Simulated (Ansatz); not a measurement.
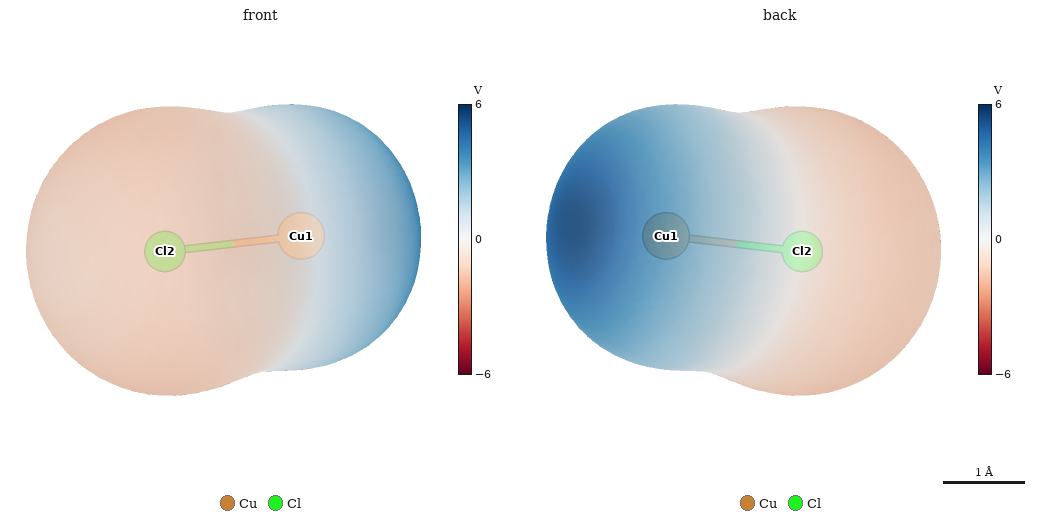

*CuCl. The molecular electrostatic potential painted on the density surface at 0.004 e/bohr³, seen from the front and from behind; red is negative and blue positive.*

Geometry: PBE0-D4/def2-TZVP.

These are results of Ansatz 0.2.0, RKS PBE0-D4/def2-TZVPPD, not measurements.

Input

```
crystal:
  periodic: [false, false, false]
  atoms:
    - {symbol: Cu, position_ang: [-0.000000, -0.000000, -1.037984]}
    - {symbol: Cl, position_ang: [0.000000, 0.000000, 1.037984]}
basis:
  gaussian: {orbitals: "def2-TZVPPD.json"}
hamiltonian: {xc: pbe0, dispersion: d4}
output: {orbitals: {seedname: orbitals}}
```

Command:

```sh
ansatz run in.yaml --threads 2 --pin off --events-out ev --progress --plain --max-ram 5222MiB
```

> Which sites attract a positive test charge, and which a negative one?

A positive charge is drawn to the negative regions and a negative charge to the positive ones. The most negative region (about −1.4 V) lies over Cl2, the most positive (about +5.5 V) over Cu1.
